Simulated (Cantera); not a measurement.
Charge: 1 mol Si(CH₃)₄, 0.11 mol CH₄, 1.2 mol H₂, at 465 Torr.

Cantera equilibrium calculation (NASA polynomials, part measured and part estimated; ideal gas, pure solids and liquids). Candidate condensed phases: C, C₆H₆, C₇H₈, C₈H₁₈, Si, SiC; 87 gas species. Kinetics and transport are ignored.

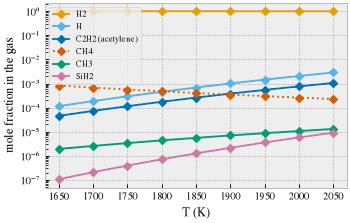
Fig. 1. Equilibrium gas composition (values under 1e-9 drawn at 1e-9)

From 1650 K to 2050 K the condensed part is C(graphite) + SiC(s). The main Si-bearing gas is SiH₂ throughout.
